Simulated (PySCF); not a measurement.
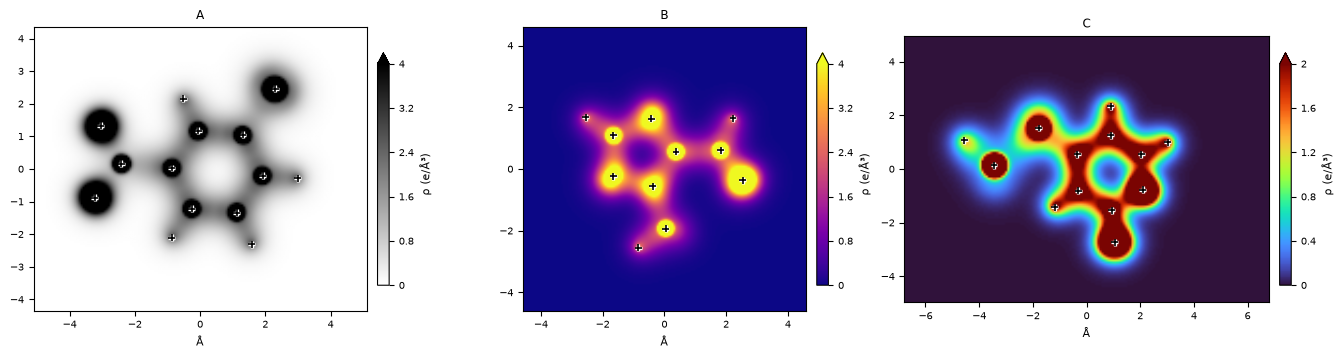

The total electron density of 3 systems, each on a plane through atoms (crosses mark nuclei in the plane).

The calculation used PBE0/def2-SVPD, SCF density, gas phase (PySCF).

System 1: C6H4BClF2 (SMILES FB(F)c1cccc(Cl)c1), the molecular plane. Geometry: GFN2-xTB.

| atom | x (Å) | y (Å) | z (Å) |
| --- | --- | --- | --- |
| F | 3.1297 | 1.1020 | -0.1065 |
| B | 2.4181 | 0.0292 | 0.1788 |
| F | 3.1374 | -1.0070 | 0.5656 |
| C | 0.8663 | -0.0149 | 0.0706 |
| C | 0.1557 | -1.1787 | 0.3835 |
| C | -1.2229 | -1.2148 | 0.2875 |
| C | -1.9257 | -0.0940 | -0.1217 |
| C | -1.2294 | 1.0645 | -0.4351 |
| Cl | -2.0986 | 2.4666 | -0.9480 |
| C | 0.1497 | 1.1126 | -0.3432 |
| H | 0.7010 | -2.0533 | 0.7029 |
| H | -1.7589 | -2.1193 | 0.5315 |
| H | -3.0018 | -0.1134 | -0.1982 |
| H | 0.6786 | 2.0200 | -0.5898 |

System 2: C4H5N3O (SMILES Cn1ncnc1C=O), the plane of atoms N2, C1 and H9. Geometry: GFN2-xTB.

```
atom    x (Å)    y (Å)    z (Å)
   C  -0.2397   1.6451  -0.4461
   N  -0.4730   0.2607  -0.1697
   N  -1.6669  -0.2850  -0.3063
   C  -1.4899  -1.5512   0.0343
   N  -0.2373  -1.8431   0.3841
   C   0.4054  -0.6869   0.2524
   C   1.8140  -0.4664   0.5149
   O   2.3806   0.5915   0.3881
   H  -1.1839   2.0851  -0.7606
   H   0.1331   2.1491   0.4465
   H   0.5076   1.7508  -1.2335
   H  -2.2845  -2.2679   0.0277
   H   2.3301  -1.3815   0.8505
```

System 3: C5H6O2SSi (SMILES O=c1cc(S[SiH3])cco1), the plane of atoms O1, C2 and O9. Geometry: GFN2-xTB.

```xyz
15

O    -1.9031    2.1615    1.2364
C    -1.6163    1.0930    0.7588
C    -0.3103    0.7048    0.2882
C    -0.0756   -0.5280   -0.2338
S     1.4677   -1.0985   -0.8278
Si    2.8932    0.4836   -0.4109
C    -1.1641   -1.4543   -0.3182
C    -2.3702   -1.0599    0.1279
O    -2.6176    0.1409    0.6447
H     0.4542    1.4594    0.3800
H     2.8637    0.7179    1.0258
H     4.1206   -0.1393   -0.8747
H     2.5072    1.6483   -1.1960
H    -1.0031   -2.4348   -0.7288
H    -3.2510   -1.6866    0.1064
```

### Match each panel to its system.

Panel A is system 1, C6H4BClF2: the plane holds F, B, C, Cl and H. B–F (1.32 Å): ρ is about 2.2 e/Å³ halfway. Panel B is system 2, C4H5N3O: the plane holds C, N, O and H. C–O (1.21 Å): the density is about 3.3 e/Å³ at the midpoint. Panel C is system 3, C5H6O2SSi: the plane holds O, C, S, Si and H. C–O (1.21 Å): ρ at the midpoint is about 3.4 e/Å³.
